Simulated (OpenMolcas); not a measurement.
# One shape, several levels: CH4ClGa (SMILES [CH3][GaH][Cl])

Aim: a comparison of 6 runs (HF/STO-3G, HF/def2-SVP, B2PLYP/def2-SVP, PBE/def2-SVP, SVWN5/def2-SVP, TPSS/def2-SVP) of CH4ClGa. 

The calculation is run with OpenMolcas 26.06.

### Step 1. The molecule

CH4ClGa: 7 atoms, total charge 0, spin state singlet. As SMILES, `[CH3][GaH][Cl]`. Geometry: relaxed at PBE0-D4/def2-TZVP.

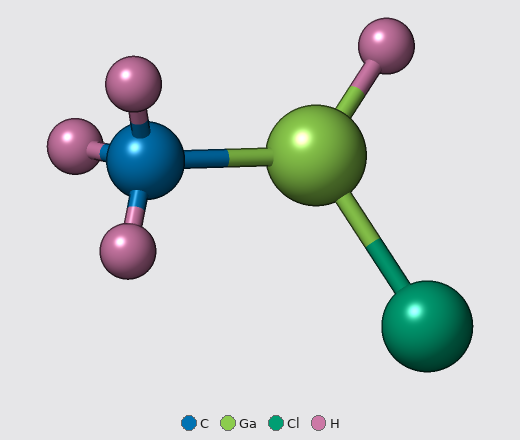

The structure, seen from a chosen angle (carbon blue, gallium green, chlorine teal, hydrogen pink).

### Step 2. Energy and gradient at HF/STO-3G (run 1)

struct.xyz reads:

```xyz
7

C     -0.730500     0.588300    -0.200700
Ga     0.846300    -0.538100     0.035700
Cl     0.865000    -1.794800     1.792800
H     -0.435900     1.637200    -0.283800
H     -1.418300     0.473600     0.636300
H     -1.245900     0.318700    -1.126000
H      2.119300    -0.684800    -0.854300
```

run.input reads:

```
* CH4ClGa Hartree-Fock

&GATEWAY
  BasLib=$CurrDir
  Coord=struct.xyz
  Basis=STO-3G
  Group=NoSym

&SEWARD

&SCF
  Thresholds=1e-10 1e-07 1e-07 1e-05
  PrOrbitals=1

&ALASKA
```

The basis set STO-3G is read from a file made from the Basis Set Exchange's data (not shown).

Run with:

```console
$ export MOLCAS_MEM=1860
$ pymolcas run.input > run.log
```

Log:

```text
--- Start Module: gateway ---
[...]
--- Stop Module: gateway /rc=_RC_ALL_IS_WELL_ ---
[...]
      Basis functions           36
[...]
--- Start Module: scf ---
[...]
       Convergence after  22 Iterations
[...]
::    Total SCF energy                              -2395.2600222449
[...]
      Total spin, S                                     0.0000000000
[...]
      Total electronic charge=   58.000000
      Total            charge=   -0.000000
[...]
      Dipole Moment (debye):
      Origin of the operator (angstrom)=    0.6573   -0.7591    0.5095
                   X= -2.4039E-01               Y=  1.7472E+00               Z= -2.2668E+00           Total=  2.8720E+00
      Quadrupole Moment (debye*angstrom):
[...]
 *              Molecular gradients               *
 **************************************************
  Irreducible representation: a
 ------------------------------------------------------------------------------------------
                              X                       Y                       Z
 ------------------------------------------------------------------------------------------
  C1               -3.37903386120892E-02    2.59220147131867E-02   -7.05670528564273E-03
  GA2              -1.34278899953539E-02   -5.26899054751162E-03    1.91437241626247E-02
  CL3               3.70653094066364E-04   -1.84529830087357E-02    2.57394539077858E-02
  H4                4.64382862411439E-03    7.88592937806420E-03   -1.59252441545676E-03
  H5               -1.28824469993161E-03   -4.41591338850988E-03    7.88428133740293E-03
  H6               -2.10714083960495E-03   -3.06796147641220E-03   -8.50276608161948E-03
  H7                4.55991324288583E-02   -2.60209567010428E-03   -3.56154636250583E-02
 ------------------------------------------------------------------------------------------
[...]
```

Wall time 4.2 s (1 thread of Arm Neoverse N1, shared host); peak memory 0.37 GiB.

### Step 3. Energy and forces at HF/def2-SVP (run 2)

job.inp reads:

```
* CH4ClGa Hartree-Fock
&gateway
baslib
$CurrDir
basisset
C.def2-SVP....
C1 -0.730500 0.588300 -0.200700 angstrom
End of Basis
basisset
Ga.def2-SVP....
Ga2 0.846300 -0.538100 0.035700 angstrom
End of Basis
basisset
Cl.def2-SVP....
Cl3 0.865000 -1.794800 1.792800 angstrom
End of Basis
basisset
H.def2-SVP....
H4 -0.435900 1.637200 -0.283800 angstrom
H5 -1.418300 0.473600 0.636300 angstrom
H6 -1.245900 0.318700 -1.126000 angstrom
H7 2.119300 -0.684800 -0.854300 angstrom
End of Basis
&seward
&scf
thresholds
1e-10 1e-07 1e-07 1e-05
prorbitals
1
&alaska
```

The basis set def2-SVP is read from a file made from the Basis Set Exchange's data (not shown).

Run with:

```console
$ export MOLCAS_MEM=1860
$ pymolcas job.inp > job.log
```

Log:

```text
--- Start Module: gateway ---
[...]
--- Stop Module: gateway /rc=_RC_ALL_IS_WELL_ ---
[...]
      Basis functions           84
[...]
--- Start Module: scf ---
[...]
       Convergence after  14 Iterations
[...]
::    Total SCF energy                              -2422.5826189003
[...]
      Total spin, S                                     0.0000000000
[...]
      Total electronic charge=   58.000000
      Total            charge=   -0.000000
[...]
      Dipole Moment (debye):
      Origin of the operator (angstrom)=    0.6573   -0.7591    0.5095
                   X= -6.0723E-01               Y=  1.7163E+00               Z= -1.9032E+00           Total=  2.6337E+00
      Quadrupole Moment (debye*angstrom):
[...]
 *              Molecular gradients               *
 **************************************************
  Irreducible representation: a
 ------------------------------------------------------------------------------------------
                              X                       Y                       Z
 ------------------------------------------------------------------------------------------
  C1                2.28386598694996E-03   -2.82610720110732E-03    2.09426286824455E-03
  GA2              -4.26447239988192E-03    1.06774301162638E-03    2.15250164216485E-03
  CL3              -3.08367343585969E-04    4.12156429196386E-03   -5.54498353223210E-03
  H4                1.12231648243144E-03   -4.68546516129820E-04   -1.14537180418206E-04
  H5                6.87659658648254E-04   -6.28827762900186E-04    2.61531051685804E-04
  H6                9.75366537287581E-04   -6.11849206946902E-04   -1.98251408564332E-04
  H7               -4.96368921976575E-04   -6.53976616694529E-04    1.34947655917728E-03
 ------------------------------------------------------------------------------------------
[...]
```

Wall time 13 s (1 thread of Arm Neoverse N1, shared host); peak memory 0.46 GiB.

### Step 4. A single-point energy at B2PLYP/def2-SVP (run 3)

job.inp reads:

```
>>> EXPORT MOLCAS_PRINT=2

&gateway
  baslib = $CurrDir
  coord
  7
  angstrom
  C       -0.730500       0.588300      -0.200700
  Ga       0.846300      -0.538100       0.035700
  Cl       0.865000      -1.794800       1.792800
  H       -0.435900       1.637200      -0.283800
  H       -1.418300       0.473600       0.636300
  H       -1.245900       0.318700      -1.126000
  H        2.119300      -0.684800      -0.854300
  basis = def2-SVP
  group = NoSym

&seward
  gridinput
  Grid=UltraFine
  End of Grid

&scf
  ksdft = B2PLYP_SCF
  thresholds = 1e-10 1e-07 1e-07 1e-05
  prorbitals = 1 1

&mbpt2
  frozen = 15
```

The basis set def2-SVP is read from a file made from the Basis Set Exchange's data (not shown).

Run with:

```console
$ export MOLCAS_MEM=1860
$ pymolcas job.inp > job.log
```

Log:

```text
--- Start Module: gateway ---
[...]
--- Stop Module: gateway /rc=_RC_ALL_IS_WELL_ ---
[...]
      Basis functions           84
[...]
--- Start Module: scf ---
[...]
       Convergence after  14 Iterations
[...]
::    Total KS-DFT energy                           -2424.4654421547
[...]
      Total spin, S                                     0.0000000000
[...]
      Total electronic charge=   58.000000
      Total            charge=   -0.000000
[...]
      Dipole Moment (debye):
      Origin of the operator (angstrom)=    0.6573   -0.7591    0.5095
                   X= -6.4902E-01               Y=  1.6367E+00               Z= -1.7566E+00           Total=  2.4871E+00
      Quadrupole Moment (debye*angstrom):
[...]
--- Stop Module: scf /rc=_RC_ALL_IS_WELL_ ---
[...]
--- Start Module: mbpt2 ---
[...]
 ###    WARNING: MP2 implementation intended for RHF references only         ###
 ###############################################################################
MBPT2 WARNING: Reference function according to RunFile:KS-DFT
I'll assume you know what you're doing and continue
WARNING!
Default frozen orbitals as non valence orbitals is overwritten by user input.
Default values:  20
[...]
       Reference weight ( Cref**2 )         =        0.80852
::    Total MBPT2 energy                            -2425.0672518244
[...]
      Total MBPT2 calculations                           0.36      0.41
--- Stop Module: mbpt2 /rc=_RC_ALL_IS_WELL_ ---
[...]
```

Run time: 31 s. Hardware: 1 thread of Arm Neoverse N1, shared host; peak memory 0.46 GiB.

Runs 4 to 5 aren't shown in full; the table further down has their settings and results.

### Step 5. Energy and forces at TPSS/def2-SVP (run 6)

mol.input reads:

```
>>> EXPORT MOLCAS_PRINT=2

&GATEWAY
 BasLib = $CurrDir
 Coord
 7
 bohr
 C     -1.38044493     1.11172588    -0.37926803
 Ga     1.59927522    -1.01686163     0.06746322
 Cl     1.63461310    -3.39168045     3.38790100
 H     -0.82373162     3.09385961    -0.53630427
 H     -2.68019856     0.89497429     1.20243273
 H     -2.35440978     0.60225572    -2.12783162
 H      4.00489658    -1.29408445    -1.61439303
 Basis = def2-SVP
 Group = NoSym

&SEWARD
 GridInput
 Grid=UltraFine
 End of Grid

&SCF
 KSDFT = 2
 1.0 MGGA_X_TPSS
 1.0 MGGA_C_TPSS
 Thresholds = 1e-10 1e-07 1e-07 1e-05
 PrOrbitals = 1 1

&ALASKA
```

The basis set def2-SVP is read from a file made from the Basis Set Exchange's data (not shown).

Run with:

```console
$ export MOLCAS_MEM=1860
$ pymolcas mol.input > mol.log
```

Log:

```text
--- Start Module: gateway ---
[...]
--- Stop Module: gateway /rc=_RC_ALL_IS_WELL_ ---
[...]
      Basis functions           84
[...]
--- Start Module: scf ---
[...]
       Convergence after  14 Iterations
[...]
::    Total KS-DFT energy                           -2425.2257832574
[...]
      Total spin, S                                     0.0000000000
[...]
      Total electronic charge=   58.000000
      Total            charge=   -0.000000
[...]
      Dipole Moment (debye):
      Origin of the operator (angstrom)=    0.6573   -0.7591    0.5095
                   X= -7.5317E-01               Y=  1.5981E+00               Z= -1.6145E+00           Total=  2.3933E+00
      Quadrupole Moment (debye*angstrom):
[...]
 *              Molecular gradients               *
 **************************************************
  Irreducible representation: a
 ------------------------------------------------------------------------------------------
                              X                       Y                       Z
 ------------------------------------------------------------------------------------------
  C1               -2.50666575212932E-03    1.73088119328924E-03   -4.01694176880518E-04
  GA2              -2.17993135691330E-03   -1.16160137123522E-03    3.53762893072940E-03
  CL3              -2.84937460389267E-04    3.90335432872391E-03   -5.25968781658293E-03
  H4               -2.50515686126895E-03   -7.83302875489333E-03    5.14890449435534E-04
  H5                5.29444150927993E-03    8.60471960604015E-04   -6.41801803190933E-03
  H6                3.69682380483649E-03    2.31484172796936E-03    6.98376611191698E-03
  H7               -1.51457388338461E-03    1.85080915535041E-04    1.04311453342110E-03
 ------------------------------------------------------------------------------------------
[...]
```

Run time: 55 s. Hardware: 1 thread of Arm Neoverse N1, shared host; peak memory 0.46 GiB.

### Step 6. Overview of the runs

```csv
run,level,task,frozen core orbitals,energy (Eh),dipole moment (D),HOMO energy (eV),LUMO energy (eV),wall time
1,HF/STO-3G,gradient,–,-2395.260022,2.87,-8.24,4.32,4.2 s
2,HF/def2-SVP,gradient,–,-2422.582619,2.63,-11.09,1.60,13 s
3,B2PLYP/def2-SVP,energy,15,-2424.627931,2.49,-9.10,-0.19,31 s
4,PBE/def2-SVP,gradient,–,-2424.651171,2.31,-6.66,-2.01,47 s
5,SVWN5/def2-SVP,gradient,–,-2420.296381,2.30,-6.74,-2.24,31 s
6,TPSS/def2-SVP,gradient,–,-2425.225783,2.39,-6.82,-1.88,55 s
```

### Step 7. Summary of results

| quantity | value |
| --- | --- |
| run 6: total energy | -2425.22578 Eh |
| run 6: dipole moment | 2.39 D |
| run 6: HOMO energy | -6.82 eV |
| run 6: LUMO energy | -1.88 eV |
| run 6: HOMO–LUMO gap | 4.94 eV |
| run 6: largest force on an atom | 0.430 eV/Å |

**Reading.** The dipole moment (its size) runs from 2.30 D (SVWN5/def2-SVP) to 2.87 D (HF/STO-3G). The two ends differ in method and basis. The HOMO–LUMO gap runs from 4.50 eV (SVWN5/def2-SVP) to 12.70 eV (HF/def2-SVP). Exact exchange widens orbital gaps. For B2PLYP the log adds the whole second-order term; the table takes 0.27 of it, as the functional is defined. Totals of different functionals can't be ranked against each other. In run 1 the basis is minimal, so the values are rough. All runs together took 3 min, the longest 55 s.
